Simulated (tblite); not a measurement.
# ClH4OSi2: the cost of one run

Programs: tblite 0.8.0 and PySCF 2.14.0. All values are calculated, for the isolated system unless a continuum is named. Atoms count from 0, parts from 1.

### 1 Starting point

8 atoms, charge 0, multiplicity 2; geometry: distance geometry start.

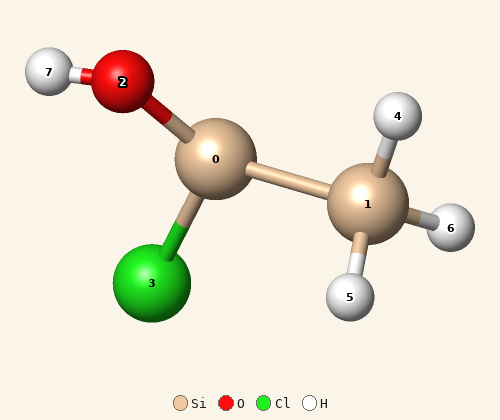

The starting geometry (silicon light orange, oxygen red, chlorine green, hydrogen white), atoms numbered.

### 2 Geometry optimisation with GFN2-xTB

What the job is given:

```
{"job": {"kind": "relax", "xc": "GFN2-xTB", "basis": "xTB"}, "charge": 0, "multiplicity": 2}
Si     0.446551    -0.007134    -0.709664
Si    -1.456857    -1.181957    -0.737209
O      1.600957    -0.424289     0.531333
Cl     0.216254     2.077313    -1.168578
H     -1.156439    -2.514127    -0.368687
H     -2.376363    -0.626612     0.189117
H     -2.040923    -1.127643    -2.030899
H      2.332497     0.111208     0.801991
```

Method: GFN2-xTB geometry optimisation, gas phase.

Started as:

```bash
> OMP_NUM_THREADS=1 python cluster_run.py task.json out
```

This one command runs all jobs of the session in turn.

Q: Estimate the wall time of this first job on 1 thread of Arm Neoverse N1, shared host.

About 2.6 s.
